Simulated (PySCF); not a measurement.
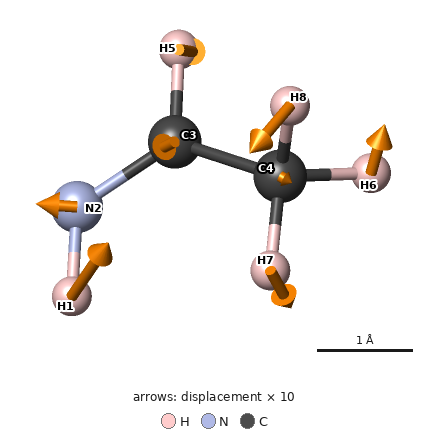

This is a relaxation of C$_{2}$H$_{5}$N. The starting structure is drawn; orange arrows show the displacements, magnified 10 times. The two geometries are superimposed by the best rigid fit.

A ball-and-stick model, seen from a free direction.

The start comes from GFN2-xTB. Its atoms were then displaced at random by about 0.01 Å.

Theory: PBE0-D3(BJ)/def2-SVP geometry optimisation, gas phase (PySCF). 

> Atoms of which element are displaced furthest, and by how much?

Hydrogen: up to 0.10 Å, against 0.05 Å for carbon.

> What did the optimiser do to the structure, and how much energy did it gain?

The atom that moves furthest after the best rigid fit is H1 (0.10 Å). Largest moves by element: H 0.10 Å, C 0.05 Å, N 0.04 Å. Among the contacts that change: C3–C4 1.446 → 1.497 Å, C3–H5 1.083 → 1.106 Å, H1–N2 1.041 → 1.028 Å, C4–H7 1.092 → 1.101 Å. Bond angles that change, for instance: H1–N2–C3 116.1° → 110.0°. Over 7 geometry steps the energy falls by 2.06 kcal/mol.
